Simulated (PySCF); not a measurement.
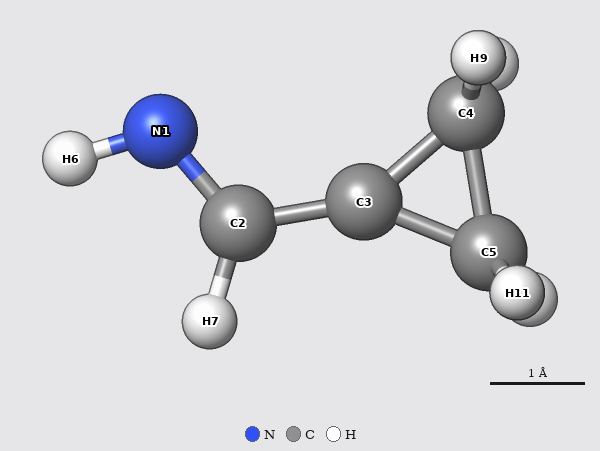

Figure 1. The input geometry (ball-and-stick view, seen on its broad side; atoms are numbered from 1 in the order of the input). Bond lengths as drawn: C–C 1.37 to 1.52 Å, C–H 1.08 to 1.10 Å, C–N 1.30 Å and H–N 1.02 Å.

**C4H6N: EPR calculation**

The run: EPR calculation of C4H6N, multiplicity 2. Method and program: UKS B3LYP, pcH-1 on C H N, non-relativistic, mean-field spin-orbit, GIAO (PySCF 2.14.0).

It belongs to a series of runs on one base structure; here: X = H replaced by CH=NH.

Log
```
UKS, coarse grid
  cycle   1  E = -210.64314483  |g| = 3.01e-01
  cycle   2  E = -210.59052017  |g| = 4.68e-01
  cycle   3  E = -210.68807365  |g| = 9.03e-02
  cycle   4  E = -210.69165280  |g| = 4.10e-02
  cycle   5  E = -210.69261260  |g| = 9.79e-03
  cycle   6  E = -210.69269371  |g| = 5.94e-03
  cycle   7  E = -210.69273036  |g| = 1.82e-03
  cycle   8  E = -210.69273507  |g| = 4.81e-04
UKS, final grid
  cycle   1  E = -210.69272973  |g| = 5.67e-04
  cycle   2  E = -210.69272960  |g| = 8.53e-04
  cycle   3  E = -210.69272993  |g| = 1.26e-04
  cycle   4  E = -210.69272994  |g| = 6.81e-05
  cycle   5  E = -210.69272995  |g| = 1.89e-05
E = -210.69272995 Eh   <S^2> = 0.7733 (exact 0.7500)
g shifts (ppm)      1          2          3
  rmc          -177       -177       -177
  gc             -4         29         35
  oz_so          -0        970       3055
  total        -181        823       2913
hyperfine (MHz)  atom isotope    a_iso     a_fc   dipolar eigenvalues
    0   14N      17.56      17.56    -24.02    -23.08     47.10
    1   13C     -47.58     -47.58    -25.10      9.01     16.09
    2   13C      65.32      65.32    -58.74    -54.05    112.79
    3   13C     -19.86     -19.86     -2.71     -0.04      2.75
    4   13C     -21.16     -21.16     -3.16      0.25      2.91
    5    1H     -35.17     -35.17    -29.47     -5.06     34.53
    6    1H       7.19       7.19     -5.43     -0.55      5.98
    7    1H      60.29      60.29     -3.25     -2.69      5.94
    8    1H      60.40      60.40     -3.25     -2.69      5.94
    9    1H      65.52      65.52     -3.20     -2.94      6.14
   10    1H      65.54      65.54     -3.19     -2.94      6.14
```

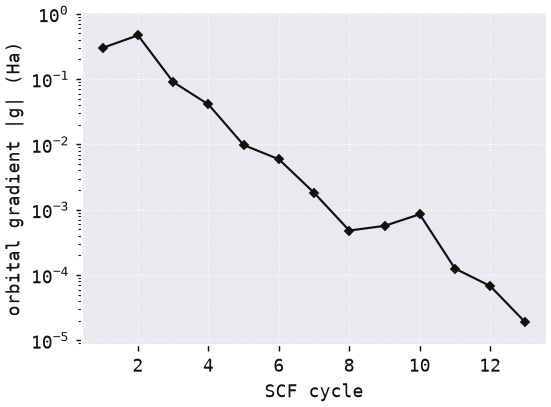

Figure 2. Convergence of the self-consistent field: orbital gradient |g| against the SCF cycle. All cycles printed in the log are drawn one after another.

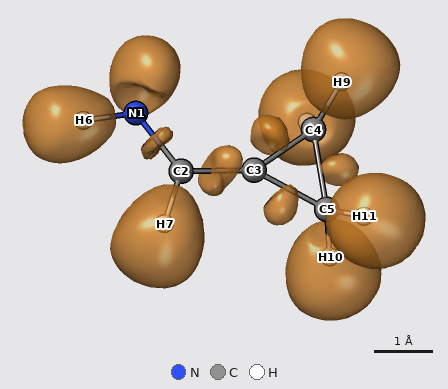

Figure 3. Isosurface of the electron localisation function at 0.85 (orange), seen at a tilt. Only the valence region is drawn (cores and ρ < 0.01 e/Å³ removed). Values along the shortest contacts: C–N (1.30 Å): the ELF peaks at about 0.90 between the atoms; a double or triple bond.

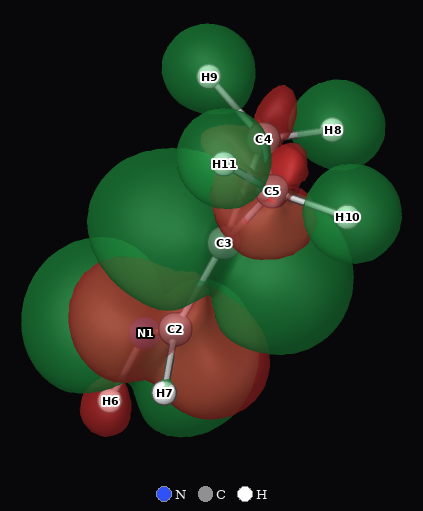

Figure 4. Isosurfaces of the spin density (α minus β) at +0.006 (green) and −0.006 e/Å³ (red), seen at an oblique angle. The unpaired spin (1 electron) lies mostly on C3 (about 0.4) and N1 (about 0.4), in electrons by Hirshfeld's partition.

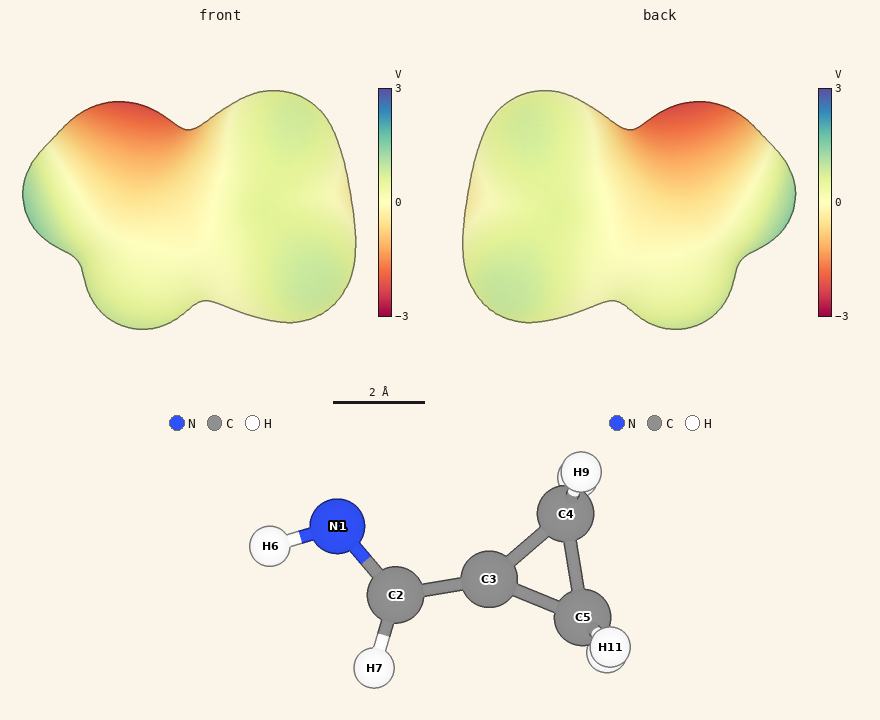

Figure 5. The electrostatic potential painted on the density surface at 0.002 e/bohr³, seen face on and from behind; the colour scale runs from red (negative) to blue (positive). The bare structure is drawn below in the same view. A positive charge is drawn to the negative regions and a negative charge to the positive ones.

The run was set up as follows.

Input file
```
{"job": {"kind": "epr", "basis": "pcH-1"}, "charge": 0, "multiplicity": 2}
N      2.246349     0.426012     0.271044
C      1.288458    -0.450793     0.325453
C     -0.002854    -0.098618     0.022505
C     -0.949181     0.926666    -0.388560
C     -1.395191    -0.499546    -0.114518
H      3.159255     0.050126     0.514219
H      1.446537    -1.501760     0.608778
H     -1.213895     1.703057     0.317212
H     -0.923073     1.278384    -1.411339
H     -1.971060    -0.704310     0.779674
H     -1.679921    -1.126548    -0.950433
```

The first line tells a small driver script what to run in PySCF; the rest is the geometry in Å.

Launched with:
```bash
OMP_NUM_THREADS=1 python <driver script> task.json out
```

Results in brief

| quantity | value |
| --- | --- |
| outcome | converged |
| total energy | −210.692730 hartree |
| ⟨S²⟩ | 0.773 |
| isotropic g | 2.0035 |
| hardware | 1 CPU thread, shared host |
| wall time | 25 s |
| peak memory | 0.63 GiB |
